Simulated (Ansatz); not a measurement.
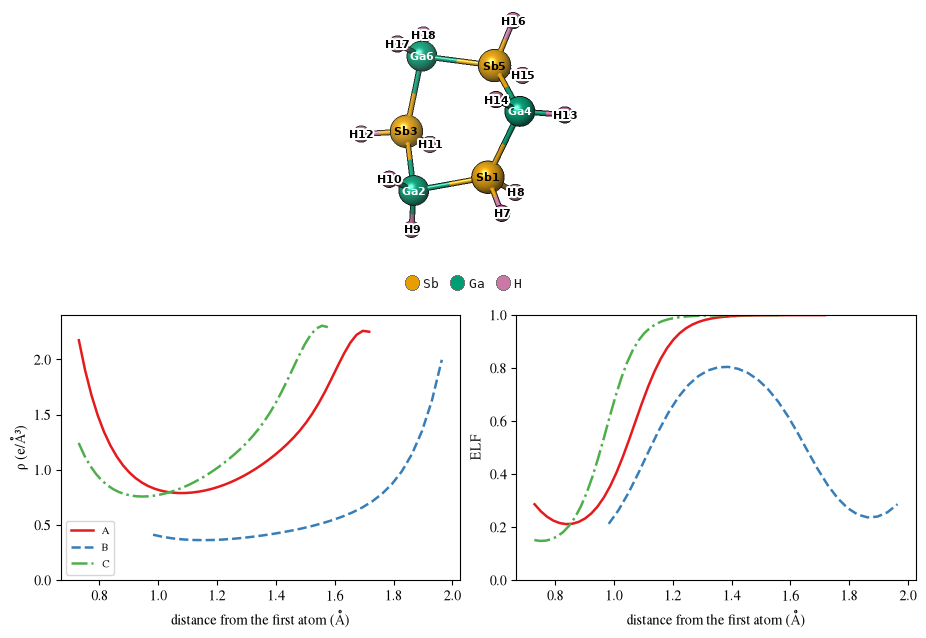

Figure 1: Ga3H12Sb3 (Ga3Sb3 wurtzite hole sphere). Electron density and electron localisation function along straight lines between neighbouring atoms. The curves leave out the atomic cores. The structure is drawn too.

Geometry: PBE-D4/def2-SVP; core potentials replace the inner electrons of Sb.

Computed with RKS PBE0-D4/def2-TZVP in Ansatz 0.2.0.

```
atom    x (Å)    y (Å)    z (Å)
  Sb  -0.0053  -2.3406  -0.2239
  Ga  -2.4422  -1.4034   0.5017
  Sb  -2.0274   1.1729  -0.2267
  Ga   2.4358  -1.4141   0.5010
  Sb   2.0267   1.1636  -0.2279
  Ga   0.0037   2.8154   0.4930
   H  -0.0107  -4.0359   0.0522
   H  -0.0065  -2.4522  -1.9381
   H  -3.5305  -2.0325  -0.4499
   H  -2.4578  -1.4104   2.0793
   H  -2.1299   1.2296  -1.9405
   H  -3.4926   2.0231   0.0550
   H   3.5210  -2.0448  -0.4530
   H   2.4544  -1.4210   2.0784
   H   2.1253   1.2166  -1.9420
   H   3.4953   2.0104   0.0485
   H   0.0033   2.8388   2.0705
   H   0.0083   4.0686  -0.4635
```

Which curve belongs to which contact (Ga–H, Ga–Sb and Sb–H)? The first atom named is at distance zero.

Answer. Curve A: Sb–H (1.72 Å): ρ at the midpoint is about 1.1 e/Å³; the ELF climbs to about 1 towards the hydrogen. Curve B: Ga–Sb (2.71 Å): ρ is about 0.41 e/Å³ halfway, with its minimum of 0.36 e/Å³ about 1.2 Å from Ga; the ELF peaks at about 0.80 between the atoms; localised, covalent bonding. Curve C: Ga–H (1.58 Å): the density is about 0.96 e/Å³ at the midpoint; the ELF climbs to about 1 towards the hydrogen.
